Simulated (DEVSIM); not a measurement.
Device: Pd/SiO2/n-Ge capacitor, at 300 K.

| layer (left to right) | material | thickness (nm) | Nd (cm⁻³) |
|---|---|---|---|
| 1 | SiO2 | 1.20 | - |
| 2 | Ge | 930 | 4.1e16 |

Metal gate on the left, work function 5.2 eV. Fixed charge at the semiconductor interface 2.8e11 cm⁻² (in units of +e); interface traps 8.3e10 cm⁻² eV⁻¹, uniform in energy, neutral level at 0.7 of the gap above the valence band.

This is a model device: material constants are rounded textbook-type values typed into the input, and sizes, dopings and lifetimes were drawn at random. Values at 300 K.

| parameter | SiO2 | Ge |
|---|---|---|
| gap (eV) | 9 | 0.664 |
| affinity (eV) | 0.9 | 4 |
| permittivity | 3.9 | 16 |
| Nc (cm⁻³) | - | 1.04e19 |
| Nv (cm⁻³) | - | 6e18 |

DEVSIM, 1D Poisson equation in equilibrium, Boltzmann statistics, complete ionisation; no quantum confinement or tunnelling. Metal contacts follow the ideal Schottky-Mott rule: no Fermi-level pinning, no interface dipoles.

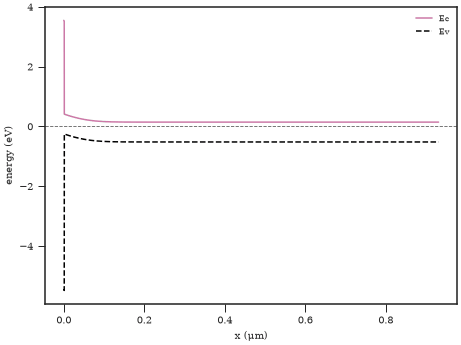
Band edges at 0.75 V on the gate

Energies count from the Fermi level of the right contact; mesh points crowd at the junctions.

```csv
x (μm),Ec (eV),Ev (eV),n (cm⁻³),p (cm⁻³),field (V/cm)
0.000,3.550,-5.450,< 1e2,< 1e2,-330000
0.0005212,3.533,-5.467,< 1e2,< 1e2,-330000
0.0009553,3.518,-5.482,< 1e2,< 1e2,-330000
0.001668,0.408,-0.256,1.4e12,3.0e14,-47000
0.003587,0.399,-0.265,2.0e12,2.1e14,-46000
0.006345,0.387,-0.277,3.3e12,1.3e14,-45000
0.01163,0.364,-0.300,8.1e12,5.4e13,-42000
0.02527,0.310,-0.354,6.4e13,6.8e12,-36000
0.04488,0.248,-0.416,7.1e14,6.1e11,-27000
0.07971,0.180,-0.484,9.9e15,4.4e10,-13000
0.1465,0.146,-0.518,3.7e16,1.2e10,-1100
0.3188,0.143,-0.521,4.1e16,1.1e10,≈ 0
0.5387,0.143,-0.521,4.1e16,1.1e10,≈ 0
0.7108,0.143,-0.521,4.1e16,1.1e10,≈ 0
0.8306,0.143,-0.521,4.1e16,1.1e10,≈ 0
0.8770,0.143,-0.521,4.1e16,1.1e10,≈ 0
0.9012,0.143,-0.521,4.1e16,1.1e10,≈ 0
0.9148,0.143,-0.521,4.1e16,1.1e10,≈ 0
0.9243,0.143,-0.521,4.1e16,1.1e10,≈ 0
0.9280,0.143,-0.521,4.1e16,1.1e10,≈ 0
0.9299,0.143,-0.521,4.1e16,1.1e10,≈ 0
0.9312,0.143,-0.521,4.1e16,1.1e10,≈ 0
```
